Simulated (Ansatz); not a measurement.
# CaCl (calcium monochloride): levels of theory compared

Wanted: a comparison of 5 runs (U-r2SCAN0/STO-3G, U-revPBE/STO-3G, U-wB97X/STO-3G, UB3LYP/STO-3G, UCCSDT(Q)/STO-3G) of CaCl (calcium monochloride). 

Program for the calculation: Ansatz 0.2.0.

39 further runs of the same task are left out: 4 that didn't finish, 35 set aside as unsound or not needed.

## (1) The structure to begin with

The species is CaCl (2 atoms), meant as a doublet with charge 0. As SMILES, `[Cl][Ca]`. The Ca2–Cl1 distance was set to 4.860 Å, away from the relaxed value.

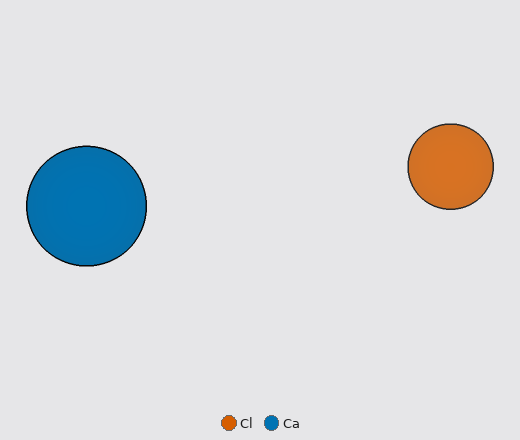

The structure, seen from a chosen angle (chlorine orange, calcium blue).

## (2) The energy at U-r2SCAN0/STO-3G (run 1)

Contents of job.yaml:

```yaml
basis:
  gaussian: {orbitals: STO-3G}
crystal:
  periodic: [false, false, false]
  atoms:
    - {symbol: Cl, position_ang: [-0.000000, 0.000000, -2.462660]}
    - {symbol: Ca, position_ang: [0.000000, -0.000000, 2.397140]}
hamiltonian: {xc: {name: r2SCAN0}}
magnetization: {spin_polarized: true, initial_magnetization: 1}
accuracy: high
```

Started as:

```
$ ansatz run job.yaml --threads 1 --pin off --max-ram 3480MiB --events-out events.jsonl --progress --plain --runs-dir runs
```

Output:

```text
Warning: RAYON_NUM_THREADS=1 ignored (pool sized by the plan → 1); use --threads N
Functional definition: r2SCAN0
  name "r2SCAN0"
  parameter a = 0.25
  parameter k0 = 0.174
  parameter k1 = 0.065
  parameter a1 = 4.9479
  exchange = (1 - a)*r2scan_x(k0 = k0, k1 = k1, a1 = a1) + a*exact_x
  correlation = r2scan_c
392 factors; integrals over basis functions are off by at most 3.3e-8 eV
mean field evaluation 1: about -30633.1993 eV, gradient 3.3e0 eV
mean field evaluation 2: about -30409.5887 eV, gradient 2.4e1 eV
mean field evaluation 4: about -30558.8591 eV, gradient 6.9e1 eV
mean field evaluation 8: about -30635.0822 eV, gradient 5.5e0 eV
mean field evaluation 16: about -30635.9879 eV, gradient 3.3e-1 eV
mean field evaluation 32: about -30635.9244 eV, gradient 7.9e-1 eV
mean field -30635.99421611 eV, -1125.8520216192 hartree, gradient 1.6e-8 eV, S^2 0.755903; 1 other end points of the search recorded, 0 dependent functions left out
reference -30635.99421747 eV, -1125.8520216692 hartree; 19, 18 occupied and 3, 4 virtual orbitals, 392 factors
Total energy: -30635.99421747 eV, -1125.8520216692 hartree
```

It took 10 s on 1 thread of Intel Xeon Platinum 8488C (Sapphire Rapids), shared host; peak memory 0.27 GiB.

## (3) The energy at U-revPBE/STO-3G (run 2)

Contents of run.yaml:

```yaml
crystal:
  periodic: [false, false, false]
  atoms:
    - symbol: Cl
      position_ang: [-0.000000, 0.000000, -2.462660]
    - symbol: Ca
      position_ang: [0.000000, -0.000000, 2.397140]
basis:
  gaussian:
    orbitals: STO-3G
magnetization:
  spin_polarized: true
  initial_magnetization: 1
hamiltonian:
  xc: {name: revPBE}
accuracy: high
```

Started as:

```
$ ansatz run run.yaml --threads 1 --pin off --max-ram 3480MiB --events-out events.jsonl --progress --plain --runs-dir runs
```

Output:

```text
Warning: RAYON_NUM_THREADS=1 ignored (pool sized by the plan → 1); use --threads N
Functional definition: revPBE
  name "revPBE"
  parameter kappa = 1.245
  parameter beta = 0.06672455060314922
  exchange = pbe_x(kappa = kappa, mu = beta*pi^2/3)
  correlation = pbe_c(beta = beta)
392 factors; integrals over basis functions are off by at most 3.3e-8 eV
mean field evaluation 1: about -30627.5589 eV, gradient 3.4e0 eV
mean field evaluation 2: about -30405.7193 eV, gradient 2.1e1 eV
mean field evaluation 4: about -30407.4246 eV, gradient 2.8e1 eV
mean field evaluation 8: about -30631.0370 eV, gradient 4.9e-1 eV
mean field evaluation 16: about -30631.0492 eV, gradient 1.3e-8 eV
mean field evaluation 32: about -30631.0462 eV, gradient 1.6e-1 eV
mean field -30631.04922989 eV, -1125.6702967277 hartree, gradient 1.3e-8 eV, S^2 0.751434; 4 other end points of the search recorded, 0 dependent functions left out
reference -30631.04923265 eV, -1125.6702968289 hartree; 19, 18 occupied and 3, 4 virtual orbitals, 392 factors
Total energy: -30631.04923265 eV, -1125.6702968289 hartree
```

Run time: 2.8 s. Hardware: 1 thread of Intel Xeon Platinum 8488C (Sapphire Rapids), shared host; peak memory 0.15 GiB.

Runs 3 to 4 aren't shown in full; the table further down has their settings and results.

## (4) The energy at UCCSDT(Q)/STO-3G (run 5)

Contents of molecule.yaml:

```yaml
basis:
  gaussian:
    orbitals: STO-3G
crystal:
  periodic: [false, false, false]
  atoms:
    - {symbol: Cl, position_ang: [-0.000000, 0.000000, -2.462660]}
    - {symbol: Ca, position_ang: [0.000000, -0.000000, 2.397140]}
accuracy: high
scf:
  omitted_lower_state_checks: [cluster_reference, increment]
magnetization:
  spin_polarized: true
  initial_magnetization: 1
correlation:
  method: ccsdt_q
  frozen_orbitals: {Ca: 5, Cl: 5}
```

Started as:

```
$ ansatz run molecule.yaml --threads 1 --pin off --max-ram 3480MiB --events-out events.jsonl --progress --plain --runs-dir runs
```

Output:

```text
Warning: RAYON_NUM_THREADS=1 ignored (pool sized by the plan → 1); use --threads N
[... 18 lines left out ...]
10 core orbitals not correlated: weight in the atoms' cores, before any rotation towards them, 1.000 or more for the frozen orbitals, at most 0.000 for the correlated occupied ones
[... 35 lines left out ...]
Total energy: -30600.95154171 eV, -1124.5642270877 hartree
Checks for a lower state left out: cluster_reference, increment
```

It took 3.9 s on 1 thread of Intel Xeon Platinum 8488C (Sapphire Rapids), shared host; peak memory 0.18 GiB.

## (5) Overview of the runs

| run | level | frozen core orbitals | energy (Eh) | ⟨S²⟩ | wall time |
| --- | --- | --- | --- | --- | --- |
| 1 | U-r2SCAN0/STO-3G | – | -1125.852022 | 0.756 | 10 s |
| 2 | U-revPBE/STO-3G | – | -1125.670297 | 0.751 | 2.8 s |
| 3 | U-wB97X/STO-3G | – | -1125.865525 | 0.752 | 22 s |
| 4 | UB3LYP/STO-3G | – | -1125.857700 | 0.752 | 2.6 s |
| 5 | UCCSDT(Q)/STO-3G | 10 | -1124.564227 | 0.751 | 3.9 s |

## (6) Summary of results

| quantity | value |
| --- | --- |
| run 5: total energy | -1124.56423 Eh |
| run 5: correlation energy (10 core orbitals frozen) | -32.9 mEh |
| run 5: ⟨S²⟩ of the reference determinant | 0.751 |
| run 5: T1 diagnostic | 0.003 |

In words: Totals of different functionals can't be ranked against each other. In runs 1, 2, 3, 4, 5 the basis is minimal, so the values are rough. All runs together took 42 s, the longest 22 s.
